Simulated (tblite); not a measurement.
Run report: C$_{4}$H$_{8}$NSi, geometry relaxation

- system: C$_{4}$H$_{8}$NSi, multiplicity 2
- method: GFN2-xTB geometry optimisation, gas phase (tblite 0.8.0)

It belongs to a series of runs on one base structure; here: H removed from sp2 C.

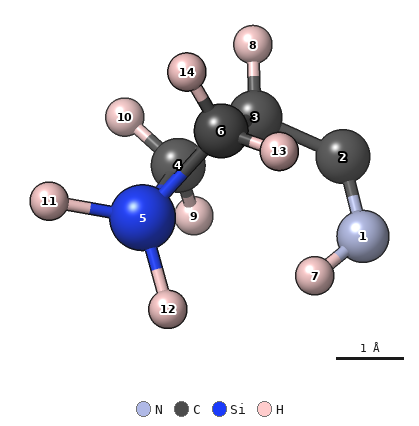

Figure 1. The structure as given in the input (ball-and-stick view, seen at an oblique angle; atoms are numbered from 1 in the order of the input).

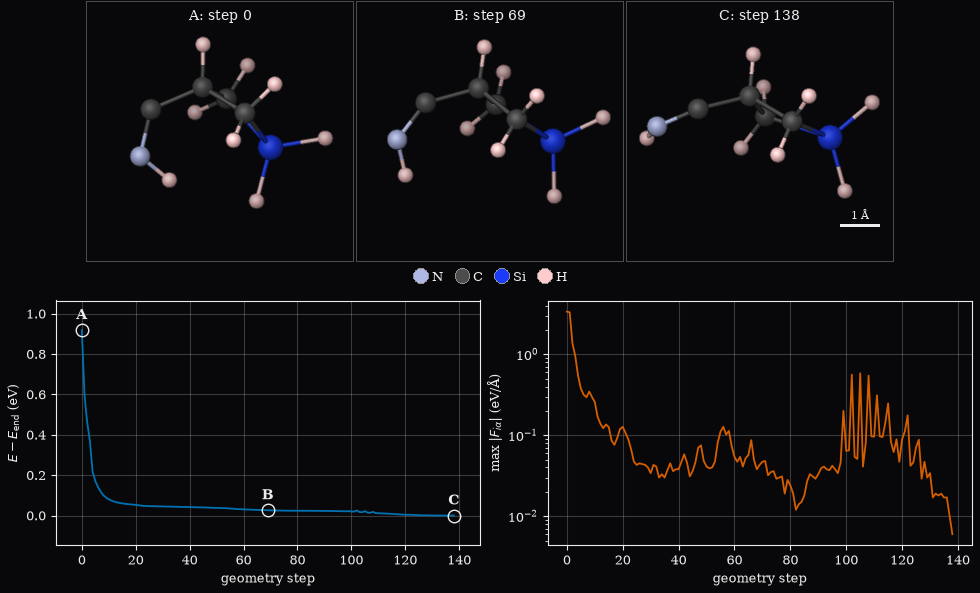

Figure 2. Frames of the relaxation (ball-and-stick view, seen at a tilt) above the curves, on which the letters mark them (steps are counted from 0).

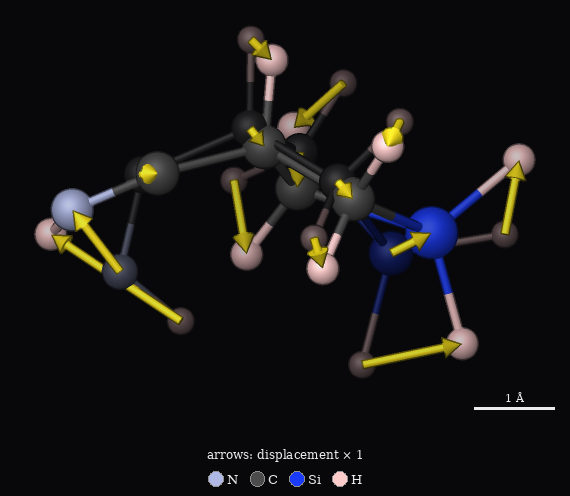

Figure 3. Start (faint) and end (solid) with the displacements as yellow arrows, at true length (ball-and-stick view, seen at a tilt). The two geometries are laid on each other by the best rigid fit. The largest move after the best rigid fit is that of H7, 2.03 Å. By element the largest moves are H 2.03 Å, N 0.99 Å, Si 0.57 Å, C 0.46 Å. Among the contacts that change: Si5–C6 1.830 → 1.908 Å, C4–Si5 1.844 → 1.912 Å, N1–C2 1.272 → 1.218 Å, C3–C4 1.496 → 1.550 Å. Among the angles that change: N1–C2–C3 124.1° → 144.4°, Si5–C4–H10 108.3° → 119.4°, C2–N1–H7 117.4° → 127.7°. Over 138 geometry steps the energy falls by 0.919 eV. Largest force component: 3.4 eV/Å at the start, 0.006 eV/Å at the end. (Atoms are counted from 1 in the order of the input.)

The input and output of the run follow.

### The input
```
{"job": {"kind": "relax", "xc": "GFN2-xTB", "basis": "xTB"}, "charge": 0, "multiplicity": 2}
N      2.202900     0.072300    -0.992800
C      1.726200    -0.935700    -0.381700
C      0.374700    -0.977300     0.222100
C      0.056200     0.127200     1.179800
Si    -0.988400     1.084300    -0.000400
C     -0.750800    -0.577400    -0.728300
H      1.593600     0.905800    -1.087600
H      0.120400    -1.988800     0.642500
H      0.912700     0.734800     1.536200
H     -0.609100    -0.247000     2.023800
H     -2.292400     1.390600     0.577700
H     -0.377100     2.227300    -0.666300
H     -0.325600    -0.614500    -1.760500
H     -1.643900    -1.202000    -0.586700
```

The first line tells a small driver script what to run in tblite; the rest is the geometry in Å.

Run as:
```bash
OMP_NUM_THREADS=1 python <driver script> task.json out
```

### The program's output
```
step      E/eV     max force
  0    -465.94176    3.626
  1    -466.26447    4.404
  2    -466.39892    1.520
  3    -466.49159    1.028
  4    -466.64323    0.597
  5    -466.68953    0.472
  6    -466.71942    0.380
  7    -466.74214    0.316
  8    -466.75970    0.359
  9    -466.77140    0.340
 10    -466.77965    0.328
 11    -466.78606    0.221
 12    -466.79133    0.201
 13    -466.79510    0.158
 14    -466.79785    0.162
 15    -466.80018    0.152
 16    -466.80218    0.098
 17    -466.80374    0.088
 18    -466.80495    0.107
 19    -466.80609    0.131
 20    -466.80745    0.138
 21    -466.80922    0.121
 22    -466.81117    0.127
 23    -466.81260    0.080
 24    -466.81330    0.059
 25    -466.81368    0.048
 26    -466.81405    0.057
 27    -466.81445    0.059
 28    -466.81478    0.044
 29    -466.81501    0.041
 30    -466.81522    0.037
 31    -466.81550    0.055
 32    -466.81583    0.054
 33    -466.81611    0.033
 34    -466.81632    0.044
 35    -466.81655    0.047
 36    -466.81690    0.060
 37    -466.81736    0.065
 38    -466.81776    0.042
 39    -466.81801    0.043
 40    -466.81820    0.048
 41    -466.81847    0.055
 42    -466.81889    0.066
 43    -466.81937    0.053
 44    -466.81975    0.042
 45    -466.82002    0.044
 46    -466.82033    0.053
 47    -466.82084    0.076
 48    -466.82156    0.079
 49    -466.82221    0.065
 50    -466.82261    0.061
 51    -466.82287    0.043
 52    -466.82315    0.050
 53    -466.82359    0.055
 54    -466.82430    0.094
 55    -466.82530    0.135
 56    -466.82642    0.147
 57    -466.82731    0.114
 58    -466.82827    0.157
 59    -466.82903    0.096
 60    -466.82971    0.064
 61    -466.83038    0.054
 62    -466.83076    0.057
 63    -466.83128    0.047
 64    -466.83183    0.060
 65    -466.83258    0.063
 66    -466.83303    0.092
 67    -466.83354    0.056
 68    -466.83386    0.050
 69    -466.83437    0.055
 70    -466.83469    0.055
 71    -466.83507    0.051
 72    -466.83540    0.038
 73    -466.83564    0.043
 74    -466.83585    0.043
 75    -466.83605    0.032
 76    -466.83625    0.032
 77    -466.83639    0.032
 78    -466.83648    0.024
 79    -466.83654    0.037
 80    -466.83660    0.028
 81    -466.83666    0.024
 82    -466.83669    0.014
 83    -466.83670    0.015
 84    -466.83672    0.019
 85    -466.83675    0.025
 86    -466.83680    0.032
 87    -466.83687    0.036
 88    -466.83698    0.032
 89    -466.83712    0.029
 90    -466.83729    0.046
 91    -466.83746    0.056
 92    -466.83766    0.052
 93    -466.83793    0.043
 94    -466.83821    0.037
 95    -466.83844    0.046
 96    -466.83863    0.050
 97    -466.83885    0.049
 98    -466.83922    0.052
 99    -466.83850    0.257
100    -466.84014    0.086
101    -466.84069    0.086
102    -466.83488    0.698
103    -466.84285    0.062
104    -466.84382    0.060
105    -466.83826    0.701
106    -466.84560    0.050
107    -466.84657    0.110
108    -466.84170    0.640
109    -466.84793    0.136
110    -466.84853    0.134
111    -466.84865    0.421
112    -466.84973    0.128
113    -466.85024    0.134
114    -466.85114    0.203
115    -466.85215    0.334
116    -466.85337    0.118
117    -466.85422    0.083
118    -466.85482    0.105
119    -466.85557    0.053
120    -466.85616    0.097
121    -466.85669    0.153
122    -466.85656    0.206
123    -466.85733    0.044
124    -466.85768    0.056
125    -466.85855    0.083
126    -466.85871    0.090
127    -466.85913    0.035
128    -466.85934    0.062
129    -466.85961    0.039
130    -466.85995    0.042
131    -466.86004    0.019
132    -466.86013    0.025
133    -466.86018    0.021
134    -466.86022    0.023
135    -466.86025    0.018
136    -466.86028    0.018
137    -466.86031    0.011
138    -466.86033    0.008
```

### Trajectory as extended XYZ (Å, eV, eV/Å), 8 of the 139 frames kept, from step=0 to step=138
```
14
Properties=species:S:1:pos:R:3:forces:R:3 step=0 energy=-465.94176
N     2.2029    0.0723   -0.9928   -1.2570  -2.2910   1.4210
C     1.7262   -0.9357   -0.3817    0.1780   3.3690  -1.3290
C     0.3747   -0.9773    0.2221   -0.5230  -2.2120   0.4950
C     0.0562    0.1272    1.1798    0.8130   1.0240   3.2770
Si   -0.9884    1.0843   -0.0004   -1.0540   1.9920  -0.0370
C    -0.7508   -0.5774   -0.7283    0.2510  -1.6370  -2.9950
H     1.5936    0.9058   -1.0876    0.6610  -0.2830  -0.1380
H     0.1204   -1.9888    0.6425    0.6060   0.6010  -0.1290
H     0.9127    0.7348    1.5362   -0.2790  -0.8510   0.4890
H    -0.6091   -0.2470    2.0238    1.3000   0.4390  -0.5970
H    -2.2924    1.3906    0.5777   -0.1280   0.0920  -0.1430
H    -0.3771    2.2273   -0.6663   -0.0110   0.0990  -0.0800
H    -0.3256   -0.6145   -1.7605   -1.0360  -0.2710   0.2900
H    -1.6439   -1.2020   -0.5867    0.4780  -0.0720  -0.5240
14
Properties=species:S:1:pos:R:3:forces:R:3 step=20 energy=-466.80745
N     2.2084    0.0600   -0.9618    0.1270  -0.0340  -0.0410
C     1.6175   -0.8117   -0.3498    0.0070   0.0720  -0.0350
C     0.2892   -0.9851    0.2526    0.0020  -0.0310  -0.0070
C     0.0599    0.1500    1.2824    0.0220   0.0280   0.0510
Si   -1.0400    1.0927    0.0382   -0.0460   0.0370  -0.0400
C    -0.8005   -0.6143   -0.7863   -0.0260   0.0250  -0.0730
H     1.8674    0.9862   -1.2391   -0.0040  -0.0470   0.0230
H     0.1720   -1.9877    0.6676   -0.0290  -0.0170   0.0370
H     0.9868    0.6024    1.6263    0.0000   0.0540   0.0250
H    -0.4724   -0.2116    2.1587   -0.0080  -0.0320   0.0420
H    -2.3909    1.4359    0.4804    0.0230  -0.0100  -0.0020
H    -0.4030    2.2131   -0.6629   -0.0270  -0.0320   0.0440
H    -0.4347   -0.6528   -1.8103   -0.0500   0.0030  -0.0290
H    -1.6604   -1.2775   -0.7182    0.0080  -0.0170   0.0030
14
Properties=species:S:1:pos:R:3:forces:R:3 step=39 energy=-466.81801
N     2.2856   -0.0067   -0.9716   -0.0110   0.0080   0.0040
C     1.6263   -0.8228   -0.3519    0.0130  -0.0070   0.0020
C     0.2913   -0.9607    0.2404    0.0120  -0.0200   0.0050
C     0.0485    0.1677    1.2795    0.0170  -0.0030   0.0020
Si   -1.0890    1.0900    0.0534   -0.0040  -0.0050   0.0000
C    -0.8113   -0.6012   -0.7947    0.0150   0.0040   0.0020
H     1.9945    0.9300   -1.2709    0.0020  -0.0010  -0.0050
H     0.1650   -1.9594    0.6647   -0.0380  -0.0180   0.0100
H     0.9648    0.6512    1.6100    0.0060   0.0200   0.0120
H    -0.4573   -0.2173    2.1629    0.0200   0.0060   0.0100
H    -2.4408    1.4049    0.5081   -0.0130  -0.0180  -0.0020
H    -0.4688    2.2403   -0.6076   -0.0090  -0.0150  -0.0180
H    -0.4592   -0.6254   -1.8240   -0.0080   0.0230  -0.0040
H    -1.6505   -1.2911   -0.7204   -0.0010   0.0250  -0.0180
14
Properties=species:S:1:pos:R:3:forces:R:3 step=59 energy=-466.82903
N     2.3898   -0.2494   -0.9175   -0.0690  -0.0080   0.0470
C     1.6312   -0.9544   -0.2721    0.0010   0.0630  -0.0730
C     0.2582   -0.9260    0.2437   -0.0010   0.0040  -0.0170
C     0.0847    0.2479    1.2485   -0.0080  -0.0310   0.0160
Si   -1.2210    1.0717    0.1232   -0.0020  -0.0250  -0.0250
C    -0.7778   -0.5155   -0.8458   -0.0120   0.0140   0.0490
H     2.1879    0.6767   -1.3122    0.0240  -0.0490   0.0000
H    -0.0056   -1.8823    0.7007    0.0020  -0.0130  -0.0110
H     1.0139    0.7869    1.4194   -0.0070   0.0520  -0.0100
H    -0.2702   -0.0953    2.2171    0.0070  -0.0060   0.0300
H    -2.5751    1.1430    0.6731    0.0300  -0.0030  -0.0170
H    -0.8240    2.3249   -0.5194    0.0030   0.0080   0.0160
H    -0.3255   -0.3714   -1.8259   -0.0020  -0.0300   0.0200
H    -1.5672   -1.2572   -0.9549    0.0340   0.0240  -0.0250
14
Properties=species:S:1:pos:R:3:forces:R:3 step=79 energy=-466.83654
N     2.4718   -0.5309   -0.8536   -0.0220  -0.0060   0.0030
C     1.6055   -1.0805   -0.1944    0.0230   0.0280  -0.0090
C     0.2230   -0.8735    0.2437    0.0080  -0.0050   0.0130
C     0.1102    0.3397    1.2070    0.0040   0.0030   0.0080
Si   -1.3585    1.0307    0.1973    0.0010   0.0100   0.0060
C    -0.7351   -0.4082   -0.8911    0.0050  -0.0120  -0.0020
H     2.4048    0.3575   -1.3625   -0.0030  -0.0190   0.0020
H    -0.1714   -1.7725    0.7229   -0.0020  -0.0050  -0.0090
H     1.0075    0.9569    1.1788   -0.0130   0.0000   0.0060
H    -0.0531    0.0516    2.2426    0.0040   0.0020  -0.0060
H    -2.6696    0.8271    0.8112    0.0040  -0.0050  -0.0090
H    -1.2116    2.3798   -0.3464    0.0020   0.0100   0.0030
H    -0.1859   -0.1002   -1.7796    0.0000   0.0100  -0.0030
H    -1.4382   -1.1779   -1.1980   -0.0120  -0.0120  -0.0030
14
Properties=species:S:1:pos:R:3:forces:R:3 step=99 energy=-466.83850
N     2.4950   -0.5862   -0.8478   -0.1220   0.1220  -0.0560
C     1.6396   -1.0267   -0.0971    0.0610   0.0760  -0.1640
C     0.2336   -0.8413    0.2569    0.0240  -0.0440   0.0340
C     0.0900    0.3589    1.2292   -0.0350  -0.0100   0.0010
Si   -1.3892    1.0236    0.2166   -0.0030   0.0230   0.0040
C    -0.6988   -0.3619   -0.8989    0.0220  -0.0270  -0.0090
H     2.3826    0.1418   -1.5719    0.0300  -0.2000   0.1590
H    -0.1729   -1.7525    0.7029    0.0180   0.0340   0.0290
H     0.9658    1.0067    1.1879   -0.0090  -0.0310   0.0140
H    -0.0501    0.0666    2.2658   -0.0130  -0.0090   0.0160
H    -2.7109    0.7200    0.7652    0.0230   0.0190   0.0140
H    -1.2784    2.4130   -0.2242   -0.0150  -0.0110  -0.0320
H    -0.1202   -0.0325   -1.7597   -0.0310   0.0620  -0.0220
H    -1.3869   -1.1301   -1.2470    0.0510  -0.0040   0.0110
14
Properties=species:S:1:pos:R:3:forces:R:3 step=118 energy=-466.85482
N     2.5344   -0.6972   -0.9020   -0.0240   0.0210  -0.0160
C     1.6933   -0.8981   -0.0432    0.0570   0.0230  -0.0850
C     0.2799   -0.7520    0.2675   -0.0020   0.0020  -0.0020
C     0.0320    0.3913    1.2848   -0.0140   0.0020  -0.0130
Si   -1.4540    1.0101    0.2543   -0.0020  -0.0280   0.0110
C    -0.6411   -0.2713   -0.9021   -0.0110  -0.0020   0.0070
H     2.3986   -0.3228   -1.8493   -0.0110  -0.0480   0.0890
H    -0.0975   -1.6964    0.6643    0.0110  -0.0200   0.0160
H     0.8720    1.0846    1.3070   -0.0020  -0.0220   0.0220
H    -0.1386    0.0448    2.3017    0.0380   0.0050  -0.0330
H    -2.7478    0.5981    0.7967   -0.0190   0.0250  -0.0270
H    -1.4247    2.4102   -0.1580   -0.0250   0.0180  -0.0090
H    -0.0635    0.1687   -1.7147    0.0040   0.0000   0.0310
H    -1.2435   -1.0706   -1.3292   -0.0010   0.0250   0.0080
14
Properties=species:S:1:pos:R:3:forces:R:3 step=138 energy=-466.86033
N     2.5559   -0.7894   -0.9452   -0.0020  -0.0010   0.0020
C     1.7360   -0.7985   -0.0446    0.0040  -0.0020   0.0030
C     0.3204   -0.6802    0.2661    0.0020   0.0060  -0.0040
C     0.0026    0.4171    1.3130    0.0000  -0.0040   0.0020
Si   -1.5046    0.9930    0.2875   -0.0010  -0.0050   0.0060
C    -0.6007   -0.1957   -0.9003   -0.0060   0.0010   0.0050
H     2.3816   -0.6966   -1.9509   -0.0010   0.0000   0.0030
H    -0.0177   -1.6536    0.6309    0.0020   0.0020  -0.0020
H     0.8063    1.1502    1.3656    0.0000  -0.0020  -0.0010
H    -0.1520    0.0319    2.3177    0.0000   0.0000   0.0010
H    -2.7948    0.4976    0.7660    0.0030   0.0010   0.0000
H    -1.5606    2.4066   -0.0755   -0.0010   0.0060  -0.0050
H    -0.0225    0.3168   -1.6682   -0.0040  -0.0030  -0.0040
H    -1.1508   -0.9997   -1.3843    0.0040   0.0020  -0.0040
```

### Key numbers

| quantity | value |
| --- | --- |
| outcome | converged |
| total energy | −466.8603 eV |
| hardware | 1 CPU thread, shared host |
| wall time | 0.77 s |
| peak memory | 0.18 GiB |
